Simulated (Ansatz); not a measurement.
# SBr+ (quintet): wave-function methods side by side, cc-pVDZ, part 2 of 2

Ansatz 0.2.0, Gaussian basis; cc-pVDZ, core rule «outside noble gas», up to 19 orbitals frozen. The steps go on from the part before.

## (7) CCSDT(Q) on ROHF

in.yaml reads:

```yaml
crystal:
  periodic: [false, false, false]
  atoms:
    - {symbol: S, position_ang: [0.000000, 0.000000, 0.000000]}
    - {symbol: Br, position_ang: [0.000000, 0.000000, 2.025300]}
basis:
  gaussian: {orbitals: cc-pVDZ}
total_charge: 1
magnetization: {spin_polarized: false, initial_magnetization: 4}
correlation: {method: ccsdt_q, electrons: outside_noble_gas}
```

Launch:

```console
$ ansatz run in.yaml --threads 1 --pin off --events-out ev --progress --plain --max-ram 2393MiB
```

Output:

```text
Functional definition: HF
  name "HF"
  cite "Fock, Z. Phys. 61, 126 (1930) doi:10.1007/BF01340294"
  parent pbe
  exchange = exact_x
  correlation = 0
847 factors; integrals over basis functions are off by at most 1.8e-7 eV
mean field evaluation 1: about -80799.9602 eV, gradient 6.8e0 eV
mean field evaluation 2: about -80800.2789 eV, gradient 7.2e0 eV
mean field evaluation 4: about -80800.8096 eV, gradient 1.1e0 eV
mean field evaluation 8: about -80800.8474 eV, gradient 1.7e-1 eV
mean field evaluation 16: about -80799.9604 eV, gradient 6.8e0 eV
mean field evaluation 32: about -80800.8477 eV, gradient 1.2e-1 eV
mean field evaluation 64: about -80800.8027 eV, gradient 1.5e0 eV
mean field evaluation 96: about -80800.8473 eV, gradient 1.6e-1 eV
mean field evaluation 128: about -80795.0589 eV, gradient 1.6e-1 eV
mean field evaluation 160: about -80799.4580 eV, gradient 8.6e-3 eV
mean field -80800.84778808 eV, -2969.3763874302 hartree, gradient 2.7e-6 eV, S^2 6.000000; 6 other end points of the search recorded, 0 dependent functions left out
mean field evaluation 192: about -80800.2902 eV, gradient 7.6e0 eV
determinant -80800.84778808 eV, -2969.3763874302 hartree, with singles and doubles -80806.74902394 eV, -2969.5932538481 hartree
determinant -80799.45799603 eV, -2969.3253135146 hartree, with singles and doubles -80805.68858746 eV, -2969.5542835263 hartree
19 core orbitals not correlated: weight in the atoms' cores, before any rotation towards them, 1.000 or more for the frozen orbitals, at most 0.000 for the correlated occupied ones
reference -80800.84778808 eV, -2969.3763874302 hartree; 8, 4 occupied and 18, 22 virtual orbitals, 847 factors
second order -5.00108860 eV of doubles, -0.12502543 eV of singles
cycle   1  -5.69795632 eV  change   -5.7e-1 eV  update   6.6e-2
cycle   2  -5.97279318 eV  change   -2.7e-1 eV  update   2.6e-2
cycle   3  -6.04079059 eV  change   -6.8e-2 eV  update   1.7e-2
cycle   4  -6.03722892 eV  change    3.6e-3 eV  update   8.3e-3
cycle   5  -6.03866511 eV  change   -1.4e-3 eV  update   3.3e-3
cycle   6  -6.03814519 eV  change    5.2e-4 eV  update   1.2e-3
cycle   7  -6.03806740 eV  change    7.8e-5 eV  update   2.7e-4
cycle   8  -6.03828168 eV  change   -2.1e-4 eV  update   9.2e-5
cycle   9  -6.03824673 eV  change    3.5e-5 eV  update   2.4e-5
cycle  10  -6.03822999 eV  change    1.7e-5 eV  update   8.7e-6
cycle  11  -6.03823558 eV  change   -5.6e-6 eV  update   3.0e-6
cycle  12  -6.03823835 eV  change   -2.8e-6 eV  update   1.2e-6
cycle  13  -6.03823903 eV  change   -6.8e-7 eV  update   4.3e-7
perturbative correction -0.00970730 eV, -0.0003567366 hartree
Total energy: -80806.89573441 eV, -2969.5986453584 hartree
```

Run time: 11 s. Hardware: 1 thread of Arm Neoverse V1, shared host.

From the report: correlation -6.0479 eV; T1 0.023; largest double amplitude 0.06.

## (8) CCSDT(Q) on UHF

in.yaml: that of step 7 with these lines changed.

```diff
@@ -8,3 +8,3 @@
 total_charge: 1
-magnetization: {spin_polarized: false, initial_magnetization: 4}
+magnetization: {spin_polarized: true, initial_magnetization: 4}
 correlation: {method: ccsdt_q, electrons: outside_noble_gas}
```

The command is unchanged.

Output:

```text
Functional definition: HF
  name "HF"
  cite "Fock, Z. Phys. 61, 126 (1930) doi:10.1007/BF01340294"
  parent pbe
  exchange = exact_x
  correlation = 0
847 factors; integrals over basis functions are off by at most 1.8e-7 eV
mean field evaluation 1: about -80799.9732 eV, gradient 7.6e0 eV
mean field evaluation 2: about -80800.2933 eV, gradient 7.6e0 eV
mean field evaluation 4: about -80800.9547 eV, gradient 1.4e0 eV
mean field evaluation 8: about -80801.0279 eV, gradient 1.0e-1 eV
mean field evaluation 16: about -80799.9736 eV, gradient 7.6e0 eV
mean field evaluation 32: about -80801.0283 eV, gradient 1.6e-6 eV
mean field evaluation 64: about -80799.4608 eV, gradient 3.6e0 eV
mean field evaluation 96: about -80801.0283 eV, gradient 8.3e-4 eV
mean field -80801.02829366 eV, -2969.3830208879 hartree, gradient 5.0e-6 eV, S^2 6.011486; 5 other end points of the search recorded, 0 dependent functions left out
determinant -80801.02829366 eV, -2969.3830208879 hartree, with singles and doubles -80806.75785439 eV, -2969.5935783611 hartree
determinant -80799.66821190 eV, -2969.3330388053 hartree, with singles and doubles -80805.69689501 eV, -2969.5545888231 hartree
19 core orbitals not correlated: weight in the atoms' cores, before any rotation towards them, 1.000 or more for the frozen orbitals, at most 0.000 for the correlated occupied ones
reference -80801.02829366 eV, -2969.3830208879 hartree; 8, 4 occupied and 18, 22 virtual orbitals, 847 factors
second order -4.90601248 eV of doubles, -0.00000000 eV of singles
cycle   1  -5.51050478 eV  change   -6.0e-1 eV  update   6.7e-2
cycle   2  -5.80023207 eV  change   -2.9e-1 eV  update   2.7e-2
cycle   3  -5.86172554 eV  change   -6.1e-2 eV  update   1.6e-2
cycle   4  -5.86248244 eV  change   -7.6e-4 eV  update   8.0e-3
cycle   5  -5.86299036 eV  change   -5.1e-4 eV  update   3.3e-3
cycle   6  -5.86253937 eV  change    4.5e-4 eV  update   1.1e-3
cycle   7  -5.86259328 eV  change   -5.4e-5 eV  update   2.9e-4
cycle   8  -5.86277291 eV  change   -1.8e-4 eV  update   9.2e-5
cycle   9  -5.86273436 eV  change    3.9e-5 eV  update   2.5e-5
cycle  10  -5.86272071 eV  change    1.4e-5 eV  update   9.1e-6
cycle  11  -5.86272637 eV  change   -5.7e-6 eV  update   3.1e-6
cycle  12  -5.86272940 eV  change   -3.0e-6 eV  update   1.3e-6
cycle  13  -5.86272981 eV  change   -4.1e-7 eV  update   4.4e-7
perturbative correction -0.00974987 eV, -0.0003583011 hartree
Total energy: -80806.90077334 eV, -2969.5988305356 hartree
```

It took 9 s on 1 thread of Arm Neoverse V1, shared host.

From the report: ⟨S²⟩ of the determinant 6.011 (pure quintet: 6.00); correlation -5.8725 eV; T1 0.019; largest double amplitude 0.06.

## (9) CASSCF and MRCISD+Q, 12 electrons in 8 orbitals

in.yaml reads:

```yaml
crystal:
  periodic: [false, false, false]
  atoms:
    - {symbol: S, position_ang: [0.000000, 0.000000, 0.000000]}
    - {symbol: Br, position_ang: [0.000000, 0.000000, 2.025300]}
basis:
  gaussian: {orbitals: cc-pVDZ}
total_charge: 1
magnetization: {spin_polarized: false, initial_magnetization: 4}
correlation: {method: fic_mrcisd_q, electrons: outside_noble_gas, active_space: {window: {electrons: 12, orbitals: 8}, shells: [{species: Br, l: s, shell: 4}, {species: Br, l: p, shell: 4}, {species: S, l: s, shell: 3}, {species: S, l: p, shell: 3}]}}
```

The command is unchanged.

Output:

```text
Functional definition: HF
  name "HF"
  cite "Fock, Z. Phys. 61, 126 (1930) doi:10.1007/BF01340294"
  parent pbe
  exchange = exact_x
  correlation = 0
847 factors; integrals over basis functions are off by at most 1.8e-7 eV
mean field evaluation 1: about -80799.9602 eV, gradient 6.8e0 eV
mean field evaluation 2: about -80800.2789 eV, gradient 7.2e0 eV
mean field evaluation 4: about -80800.8096 eV, gradient 1.1e0 eV
mean field evaluation 8: about -80800.8474 eV, gradient 1.7e-1 eV
mean field evaluation 16: about -80794.5983 eV, gradient 1.5e1 eV
mean field evaluation 32: about -80800.8336 eV, gradient 1.4e0 eV
mean field -80800.84778808 eV, -2969.3763874302 hartree, gradient 2.7e-6 eV, S^2 6.000000; 5 other end points of the search recorded, 0 dependent functions left out
reference -80800.84778808 eV, -2969.3763874302 hartree; 27, 23 occupied and 18, 22 virtual orbitals, 847 factors
state -80800.94866490 eV, -2969.3800945851 hartree
contracted CI cycle   1: correlation 0.00000000 eV, 0.0000000000 hartree, residual 1.82e1 eV
contracted CI cycle   2: correlation -5.25043170 eV, -0.1929498062 hartree, residual 2.97e0 eV
contracted CI cycle   3: correlation -5.40334261 eV, -0.1985691785 hartree, residual 4.76e-1 eV
contracted CI cycle   4: correlation -5.40739211 eV, -0.1987179946 hartree, residual 9.71e-2 eV
contracted CI cycle   5: correlation -5.40755844 eV, -0.1987241074 hartree, residual 2.01e-2 eV
contracted CI cycle   6: correlation -5.40756569 eV, -0.1987243739 hartree, residual 3.45e-3 eV
contracted CI cycle   7: correlation -5.40756591 eV, -0.1987243819 hartree, residual 6.66e-4 eV
contracted CI cycle   8: correlation -5.40756592 eV, -0.1987243822 hartree, residual 1.44e-4 eV
state -80800.94866490 eV, -2969.3800945851 hartree; corrected -80806.86522073 eV, -2969.5975240015 hartree
Total energy: -80806.86522073 eV, -2969.5975240015 hartree
Checks for a lower state left out: starts, orbital_swaps
```

It took 3.2 s on 1 thread of Arm Neoverse V1, shared host.

From the report: 16 determinants; active occupations 2.00, 2.00, 1.99, 1.99, 1.01, 1.01, 1.00, 1.00.

## (10) CASSCF and NEVPT2, 12 electrons in 8 orbitals

in.yaml reads:

```yaml
crystal:
  periodic: [false, false, false]
  atoms:
    - {symbol: S, position_ang: [0.000000, 0.000000, 0.000000]}
    - {symbol: Br, position_ang: [0.000000, 0.000000, 2.025300]}
basis:
  gaussian: {orbitals: cc-pVDZ}
total_charge: 1
magnetization: {spin_polarized: false, initial_magnetization: 4}
correlation: {method: sc_nevpt2, electrons: outside_noble_gas, active_space: {window: {electrons: 12, orbitals: 8}, shells: [{species: Br, l: s, shell: 4}, {species: Br, l: p, shell: 4}, {species: S, l: s, shell: 3}, {species: S, l: p, shell: 3}]}}
```

Launched as before.

Output:

```text
Functional definition: HF
  name "HF"
  cite "Fock, Z. Phys. 61, 126 (1930) doi:10.1007/BF01340294"
  parent pbe
  exchange = exact_x
  correlation = 0
847 factors; integrals over basis functions are off by at most 1.8e-7 eV
mean field evaluation 1: about -80799.9602 eV, gradient 6.8e0 eV
mean field evaluation 2: about -80800.2789 eV, gradient 7.2e0 eV
mean field evaluation 4: about -80800.8096 eV, gradient 1.1e0 eV
mean field evaluation 8: about -80800.8474 eV, gradient 1.7e-1 eV
mean field evaluation 16: about -80794.5983 eV, gradient 1.5e1 eV
mean field evaluation 32: about -80800.8336 eV, gradient 1.4e0 eV
mean field -80800.84778808 eV, -2969.3763874302 hartree, gradient 2.7e-6 eV, S^2 6.000000; 5 other end points of the search recorded, 0 dependent functions left out
reference -80800.84778808 eV, -2969.3763874302 hartree; 27, 23 occupied and 18, 22 virtual orbitals, 847 factors
state -80800.94866490 eV, -2969.3800945851 hartree
state -80800.94866490 eV, -2969.3800945851 hartree; corrected -80805.62458315 eV, -2969.5519314113 hartree
Total energy: -80805.62458315 eV, -2969.5519314113 hartree
Checks for a lower state left out: starts, orbital_swaps
```

It took 2.4 s on 1 thread of Arm Neoverse V1, shared host.

From the report: 16 determinants; active occupations 2.00, 2.00, 1.99, 1.99, 1.01, 1.01, 1.00, 1.00.

## (11) How many determinants matter

Natural occupations of the CASSCF valence state about the gap (report; correlated orbitals 4 to 8): 1.994, 1.005, 1.005, 1.000, 1.000. The count of effectively unpaired electrons, Σ n²(2 − n)², is 4.00; a single determinant of this spin has 4.

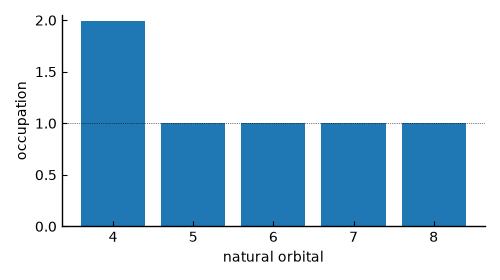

Natural occupations of the CASSCF valence state.

## (12) The ladder

The yardstick is UCCSDT(Q), where the cluster series has nearly closed. Rows without a time are mean-field rows or come out of runs for another level: lower rungs of the coupled-cluster runs, CASSCF and MRCISD of the multireference runs, or the Hartree-Fock search. The times of RCCSD(T), UCCSD(T) include forces.

Differences are taken before rounding.

```
          method  energy from the lowest ROHF (kJ/mol)  from UCCSDT(Q) (kJ/mol)   time
             ROHF                                  0.0                   +584.0       
             UHF                                -17.4                   +566.6       
            RMP2                               -494.6                    +89.4       
            UMP2                               -490.8                    +93.3       
            CISD                               -536.1                    +47.9  5.5 s
           RCCSD                               -569.4                    +14.7       
           UCCSD                               -570.2                    +13.8       
        RCCSD(T)                               -580.9                     +3.2  4.2 s
        UCCSD(T)                               -581.3                     +2.7  3.4 s
         BCCD(T)                               -580.9                     +3.2  3.4 s
          RCCSDT                               -582.6                     +1.4       
          UCCSDT                               -583.1                     +0.9       
       RCCSDT(Q)                               -583.6                     +0.5   11 s
       UCCSDT(Q)                               -584.0                        0    9 s
  CASSCF valence                                 -9.8                   +574.3       
  NEVPT2 valence                               -460.9                   +123.1  2.4 s
  MRCISD valence                               -531.5                    +52.5       
MRCISD+Q valence                               -580.6                     +3.4  3.2 s
```

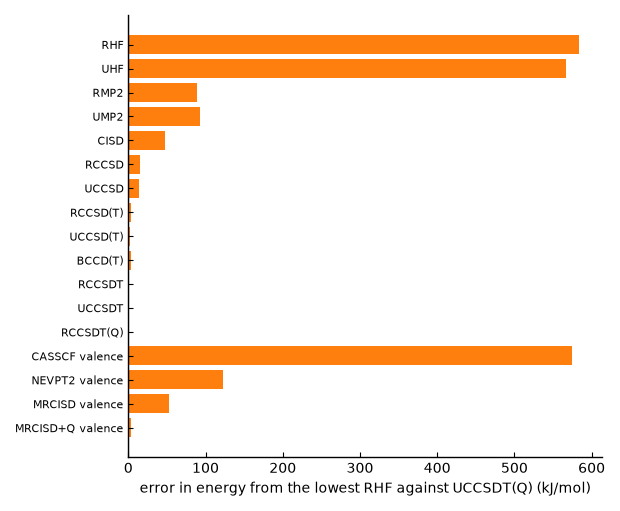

Error of each method against UCCSDT(Q).

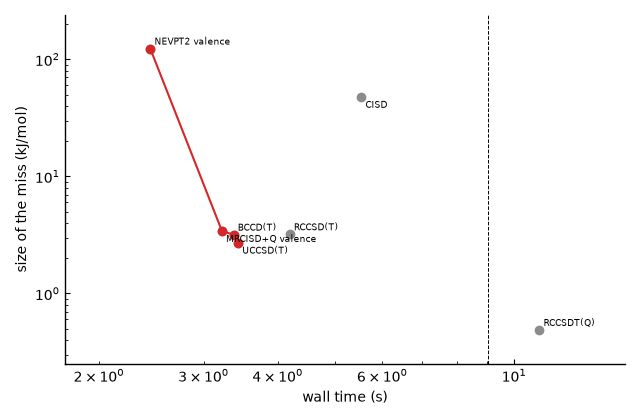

Accuracy for the time spent; red marks the levels that beat every quicker one drawn (of those quicker than the yardstick), and the dashed line is the time of UCCSDT(Q). Times are from a shared host.

## (13) Results

The summary covers parts 1 to 2.

| quantity | value |
| --- | --- |
| UCCSDT(Q) from the ROHF energy | -6.0532 eV |
| RMP2 from UCCSDT(Q) | +89.4 kJ/mol |
| UMP2 from UCCSDT(Q) | +93.3 kJ/mol |
| RCCSD from UCCSDT(Q) | +14.7 kJ/mol |
| RCCSD(T) from UCCSDT(Q) | +3.2 kJ/mol |
| UCCSD(T) from UCCSDT(Q) | +2.7 kJ/mol |
| RCCSDT(Q) from UCCSDT(Q) | +0.5 kJ/mol |
| NEVPT2 valence from UCCSDT(Q) | +123.1 kJ/mol |
| MRCISD+Q valence from UCCSDT(Q) | +3.4 kJ/mol |
| levels within 1 kcal/mol (43 meV) | RCCSD(T), UCCSD(T), BCCD(T), RCCSDT, UCCSDT, RCCSDT(Q), MRCISD+Q valence |
| T1 diagnostic | 0.022 |
| effectively unpaired electrons | 4.00 |

RCCSD(T) misses by +3.2 kJ/mol, 0.5 % of the correlation energy. One determinant dominates. Of the multireference levels listed MRCISD+Q valence comes nearest in total energy (+3.4 kJ/mol), which doesn't show that its space is the better one. These misses are within one basis, not against nature; the frozen cores of restricted and unrestricted runs differ, which can shift their rows.

With open shells the CI space here admits some higher excitations, so it is larger than plain CISD.

UCCSD(T) reaches 2.7 kJ/mol from the reference in 3.4 s, where UCCSDT(Q) took 9 s; the quickest level in the cost chart, NEVPT2 valence, takes 2.4 s and misses by 123.1 kJ/mol.
